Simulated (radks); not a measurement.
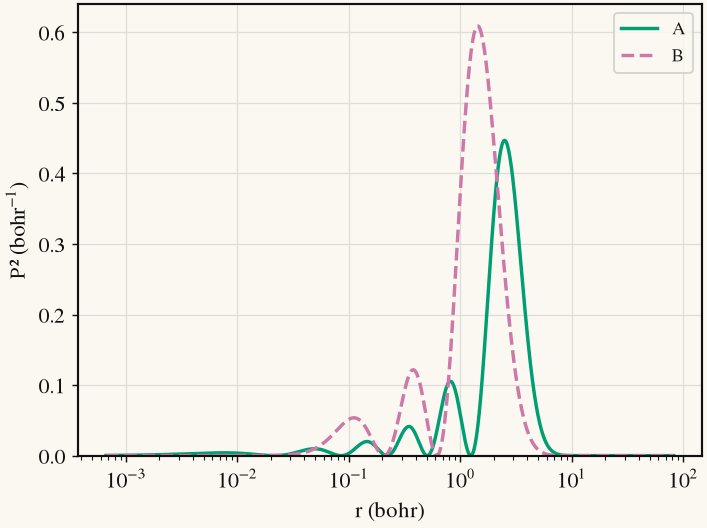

**Figure 1.** The radial probability densities P² of 6s up and 5d up. A is 6s up; B is 5d up. 5d up: outer maximum at 1.44 bohr, ⟨r⟩ = 1.90 bohr, 2 nodes, eigenvalue −7.22 eV; 6s up: outer maximum at 2.50 bohr, ⟨r⟩ = 2.94 bohr, 5 nodes, eigenvalue −7.48 eV.

**Re: atomic calculation**

- system: atomic rhenium (Re) in the configuration [Xe] 4f14 5d5 6s1.75 6d0.25 (5d: 5 up, 0 down, 6s: 1 up, 0.75 down, 6d: 0.25 up, 0 down).
- method: scalar-relativistic Kohn-Sham, exchange-only LDA, spin-polarised, spherical densities, finite nucleus (the in-house radial solver radks)

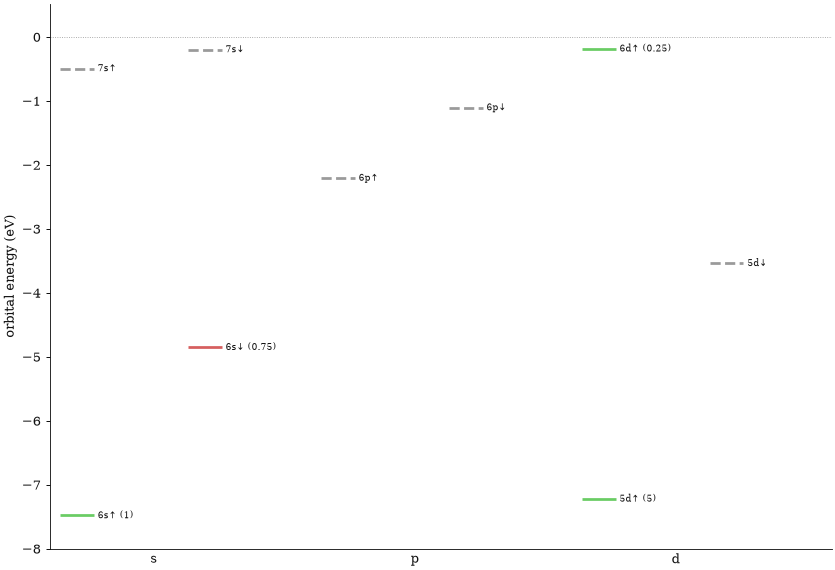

**Figure 2.** The outer levels are drawn by angular momentum (occupations in brackets, up spins at the left of each column and down spins at the right, empty levels dashed). The highest occupied level is 6d up at −0.181 eV. From the top down the occupied levels run 6d up (−0.181 eV), 6s down (−4.85 eV), 5d up (−7.22 eV), 6s up (−7.48 eV). The lowest empty level drawn is 5d down at −3.54 eV. The largest exchange splitting (down less up) among the shells drawn in both spins is that of 5d, 3.68 eV. The order isn't aufbau: the empty 5d down, 6p up and 6p down levels lie under the highest occupied one.

These pictures come from the run below.

### Input file
```
Z 75
configuration [Xe] 4f14 5d5 6s1.75 6d0.25 6p0 7s0
relativity scalar-relativistic
functional lda,
spin polarised
nucleus finite rms 5.3698 fm
c 137.035999084
```

Energies in input and log are in hartree, lengths in bohr (the nuclear radius in fm).

### Log
```
1s      1   1.0000       -2630.33491248
2s      1   1.0000        -456.10500605
2p      1   3.0000        -398.31053353
3s      1   1.0000        -105.56524596
3p      1   3.0000         -88.51613908
3d      1   5.0000         -69.11787099
4s      1   1.0000         -21.99467937
4p      1   3.0000         -16.39801678
4d      1   5.0000          -9.36644594
4f      1   7.0000          -1.56094499
5s      1   1.0000          -3.17288128
5p      1   3.0000          -1.78025561
5d      1   5.0000          -0.26526198
6s      1   1.0000          -0.27477802
6d      1   0.2500          -0.00666832
6p      1   0.0000          -0.08117698
7s      1   0.0000          -0.01819184
1s      2   1.0000       -2630.33482490
2s      2   1.0000        -456.09671721
2p      2   3.0000        -398.30367179
3s      2   1.0000        -105.56178858
3p      2   3.0000         -88.51244042
3d      2   5.0000         -69.11206529
4s      2   1.0000         -21.98654493
4p      2   3.0000         -16.38967477
4d      2   5.0000          -9.35595372
4f      2   7.0000          -1.54051761
5s      2   1.0000          -3.08872347
5p      2   3.0000          -1.67044581
5d      2   0.0000          -0.12991590
6s      2   0.7500          -0.17812280
6d      2   0.0000           0.00018453
6p      2   0.0000          -0.04069870
7s      2   0.0000          -0.00733092
Etot -16672.184924663234
Ekin 18418.452496064587
Encl -41282.02402192434
Eh 6504.444403135665
Exc -313.057801939145
err 6.537087789760911e-09
it 18
```

### Orbitals

| orbital | occupation | energy (eV) | ⟨r⟩ (bohr) | outer maximum (bohr) |
| --- | --- | --- | --- | --- |
| 1s up | 1 | −71575.1 | 0.01805 | 0.0113 |
| 1s down | 1 | −71575.1 | 0.01805 | 0.0113 |
| 2s up | 1 | −12411.2 | 0.07627 | 0.0646 |
| 2s down | 1 | −12411.0 | 0.07627 | 0.0646 |
| 2p up | 3 | −10838.6 | 0.06836 | 0.0530 |
| 2p down | 3 | −10838.4 | 0.06836 | 0.0530 |
| 3s up | 1 | −2872.6 | 0.1976 | 0.182 |
| 3s down | 1 | −2872.5 | 0.1976 | 0.182 |
| 3p up | 3 | −2408.6 | 0.1980 | 0.180 |
| 3p down | 3 | −2408.5 | 0.1980 | 0.180 |
| 3d up | 5 | −1880.8 | 0.1793 | 0.147 |
| 3d down | 5 | −1880.6 | 0.1793 | 0.147 |
| 4s up | 1 | −598.506 | 0.4409 | 0.413 |
| 4s down | 1 | −598.284 | 0.4409 | 0.413 |
| 4p up | 3 | −446.213 | 0.4690 | 0.433 |
| 4p down | 3 | −445.986 | 0.4689 | 0.433 |
| 4d up | 5 | −254.874 | 0.5005 | 0.443 |
| 4d down | 5 | −254.588 | 0.5002 | 0.443 |
| 5s up | 1 | −86.338 | 1.039 | 0.939 |
| 5s down | 1 | −84.048 | 1.031 | 0.934 |
| 5p up | 3 | −48.443 | 1.215 | 1.06 |
| 5p down | 3 | −45.455 | 1.201 | 1.05 |
| 4f up | 7 | −42.475 | 0.5834 | 0.416 |
| 4f down | 7 | −41.920 | 0.5784 | 0.416 |
| 6s up | 1 | −7.477 | 2.943 | 2.50 |
| 5d up | 5 | −7.218 | 1.902 | 1.44 |
| 6s down | 0.75 | −4.847 | 3.317 | 2.67 |
| 5d down | 0 | −3.535 | 2.040 | 1.41 |
| 6p up | 0 | −2.209 | 4.258 | 3.40 |
| 6p down | 0 | −1.107 | 5.446 | 4.19 |
| 7s up | 0 | −0.495 | 14.26 | 11.0 |
| 7s down | 0 | −0.199 | 12.51 | 9.80 |
| 6d up | 0.25 | −0.181 | 26.54 | 24.8 |

### Slater integrals of the outer shells (hartree)

```tsv
integral	value
F0(6d,6d)	0.0341
F2(6d,6d)	0.0196
F4(6d,6d)	0.0133
F0(6d,5d)	0.0419
F2(6d,5d)	0.0005
F4(6d,5d)	0.0000
G0(6d,5d)	0.0000
G2(6d,5d)	0.0000
G4(6d,5d)	0.0000
F0(6d,6s)	0.0419
G2(6d,6s)	0.0000
F0(6d,4f)	0.0420
F2(6d,4f)	0.0001
F4(6d,4f)	0.0000
G1(6d,4f)	0.0000
G3(6d,4f)	0.0000
G5(6d,4f)	0.0000
F0(6d,6p)	0.0419
F2(6d,6p)	0.0024
G1(6d,6p)	0.0003
```

### Key numbers

| quantity | value |
| --- | --- |
| outcome | converged |
| total energy | −16672.1849 hartree |
| kinetic energy | 18418.4525 hartree |
| electron–nucleus energy | −41282.0240 hartree |
| Hartree energy | 6504.4444 hartree |
| exchange–correlation energy | −313.057802 hartree |
| radius at density 0.001 e/bohr³ | 4.61 bohr |
| SCF iterations | 18 |
| hardware | 1 CPU thread, shared host |
